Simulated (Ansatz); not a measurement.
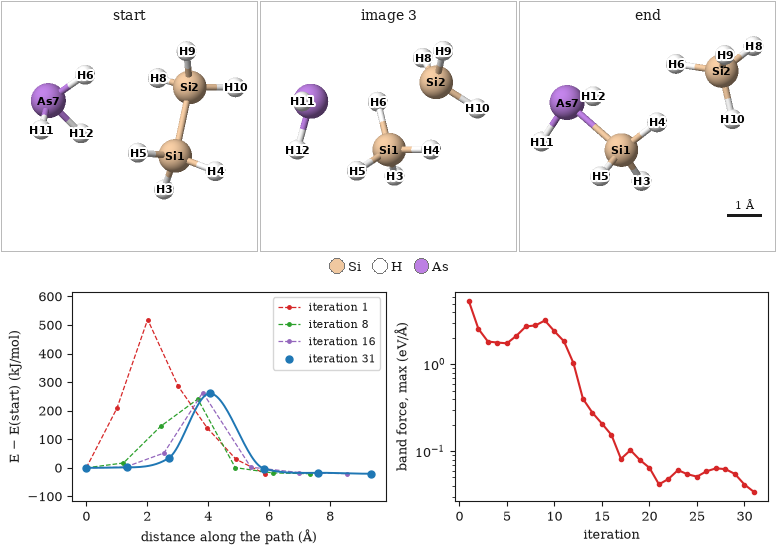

NEB run on Si2AsH9, made up of Si2H6 and AsH₃. Images are numbered from 0 (start) to 6 (end). The plot follows the band through its iterations. The picture is a ball-and-stick view, seen from a free direction.

The calculation used RKS PBE0-D4/def2-SVP in Ansatz 0.2.0. Set-up: 5 movable images; climbing image; force threshold 0.05 eV/Å; iteration limit 60; starting path through a guess of the saddle point.

**Did the band converge, and can the barrier be trusted?**

The result is final at these settings. The band converged in 31 iterations. The largest component of the band force went from 5.3 to 0.034 eV/Å. The climbing image converged on the top of the path. Its vibrational analysis gives one imaginary mode (1269i cm⁻¹), as a transition state must have. The first iteration put the highest image at 519.3 kJ/mol. The highest point, image 3, lies 260.5 kJ/mol above the start and 281.0 kJ/mol above the end; the end is at −20.5 kJ/mol relative to the start.

Limits of the set-up: the start holds two separate molecules, 2.9 Å apart at their closest, whose relative position is a soft coordinate.
